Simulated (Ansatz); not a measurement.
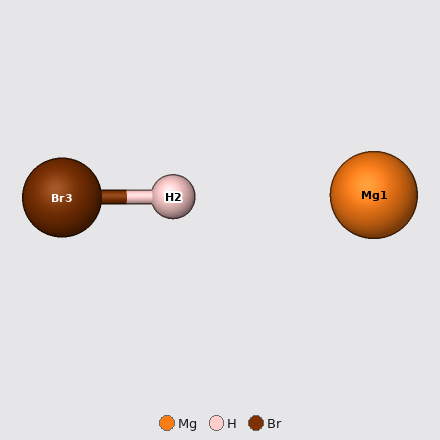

The system is Mg + HBr; the picture shows the reference structure. The first coordinate is: distance Mg1–H2; the second: distance H2–Br3. Nothing is relaxed (the angle Mg1–H2–Br3 is fixed at 180 degrees). Grid: 17 × 17 points. Points are written as (first, second). Energies are in eV, from Mg far from the relaxed HBr (each part in its own basis). The reference is spin-restricted, so regions where a bond is pulled apart into radicals lie too high. All numbers below come from Ansatz, RKS PBE0-D4/def2-SVPD.

Its coordinates:

```xyz
3

Mg   -2.6790    0.0000    0.0000
H     0.0000    0.0000    0.0000
Br    1.4800    0.0000    0.0000
```

Range: distance Mg1–H2 from 1.376 to 3.776 Å; distance H2–Br3 from 1.208 to 3.608 Å.

Question: What landscape does the calculation give?

Answer: The lowest grid point is at (2.679 Å, 1.480 Å), −0.11 eV from Mg far from the relaxed HBr (each part in its own basis). The highest grid point, (3.776 Å, 3.608 Å), lies 5.07 eV above the lowest.

```csv
"distance H2–Br3 ↓, distance Mg1–H2 →",1.376,1.537,1.772,2.047,2.351,2.679,3.027,3.394,3.776
3.415,3.17,2.63,2.51,2.81,3.29,3.79,4.23,4.56,4.80
3.040,2.93,2.39,2.25,2.52,2.96,3.43,3.83,4.15,4.37
2.683,2.63,2.07,1.90,2.12,2.50,2.92,3.28,3.56,3.75
2.344,2.28,1.68,1.45,1.59,1.89,2.23,2.52,2.75,2.91
2.027,1.95,1.27,0.94,0.96,1.13,1.37,1.57,1.73,1.84
1.737,1.76,0.97,0.47,0.33,0.35,0.46,0.57,0.65,0.71
1.480,1.95,1.04,0.37,0.04,−0.09,−0.11,−0.08,−0.05,−0.02
1.273,2.92,1.93,1.14,0.67,0.43,0.34,0.32,0.33,0.34
```

The table holds every second grid line.

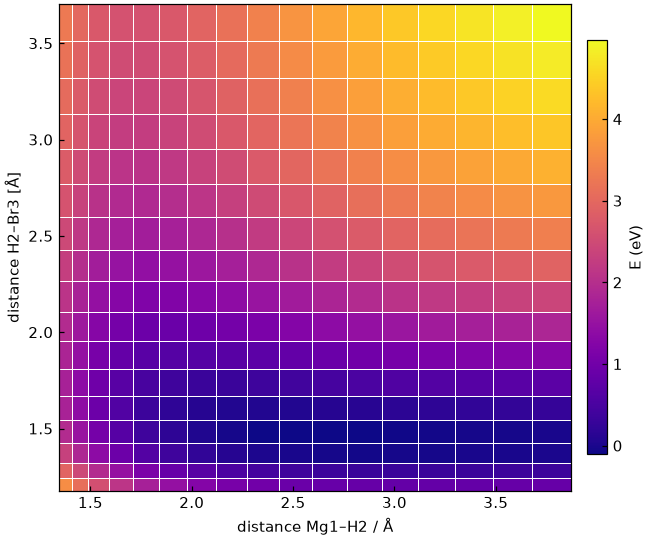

In the figure: one coloured cell a grid point.

Time for the 289 points that were run: 12 min on 1 thread of Arm Neoverse V1, with other jobs on the host.
